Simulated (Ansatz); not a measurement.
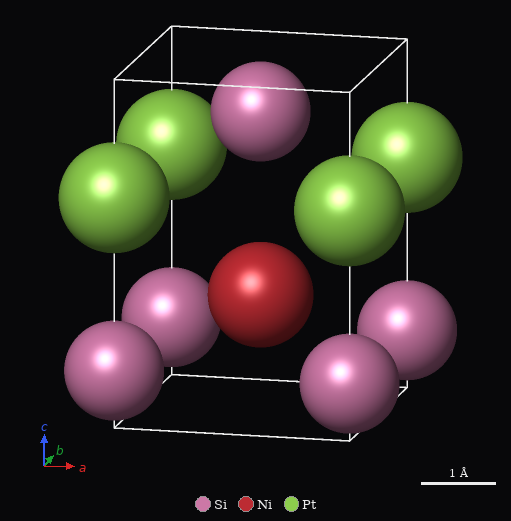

Structure drawing (spheres-only), viewed slightly off an axis. The wireframe shows the simulation cell.

```yaml
crystal:
  lattice:
    - [3.30848, 0.00000, 0.00000]
    - [0.00000, 3.30848, 0.00000]
    - [0.00000, 0.00000, 4.88469]
  atoms:
    - { symbol: Si, position: [0.50000, 0.50000, 0.85026] }
    - { symbol: Si, position: [0.00000, 0.00000, 0.16458] }
    - { symbol: Ni, position: [0.50000, 0.50000, 0.32456] }
    - { symbol: Pt, position: [0.00000, 0.00000, 0.66061] }
```

All computed values are from DFT r2SCAN, scalar-relativistic, plane waves, PAW (Ansatz 0.2.0). Settings: a kinetic-energy cutoff of 500 eV, k-point mesh 14×14×10, Gaussian smearing of 0.1 eV, no spin polarisation (a spin-restricted run, not always the ground state).

Question: State the Bader charges by element.

Answer: Si +0.66 to +0.87 e; Ni -0.24 e; Pt -1.29 e.

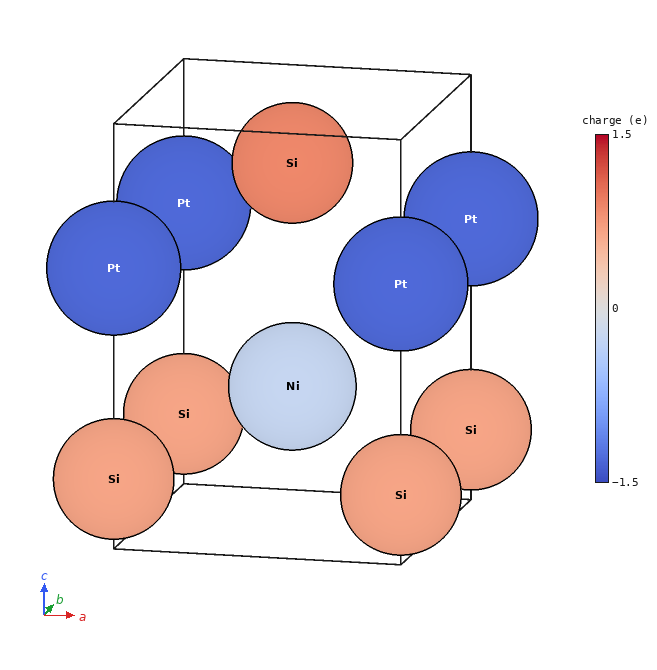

The atoms coloured by those charges.

Provenance: a structure type filled with these elements by a generator (whether the compound takes this form wasn't checked). Earlier steps of the study may have refined or changed the cell and positions. It was the input of a calculation with Ansatz.

At this level of theory the cell isn't at rest (stretched, at -5 GPa), so its distances can differ from those at equilibrium, the more so the softer the solid.
